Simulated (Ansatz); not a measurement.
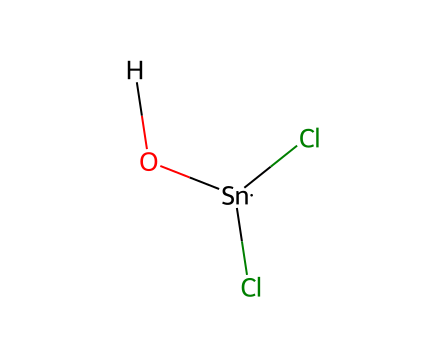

The drawing above gives the connectivity. The species is neutral and a spin doublet. The computed structure is the end point of a PBE0-D4/def2-TZVP optimisation.

What does the molecule look like in three dimensions?

It has 5 atoms: 2 chlorine, 1 hydrogen, 1 oxygen and 1 tin (Cl₂HOSn). As SMILES it reads `[OH][Sn]([Cl])[Cl]`. The point group is C1. It is an open-shell species. Coordination: 1 O bent; 1 Sn trigonal pyramidal.

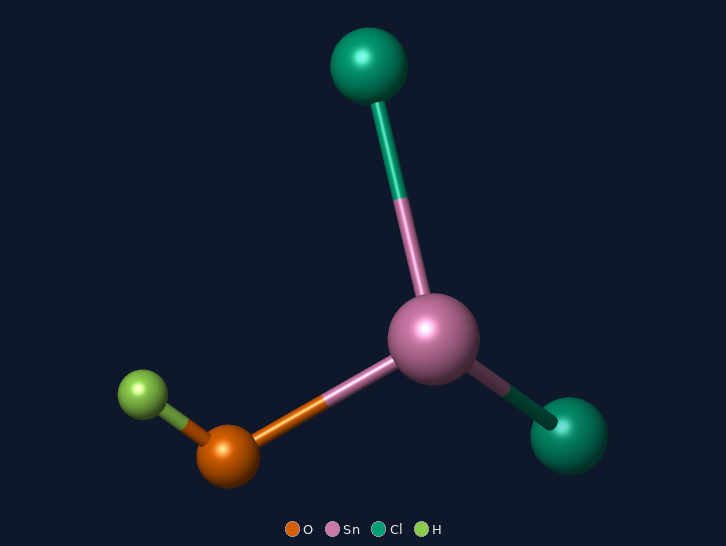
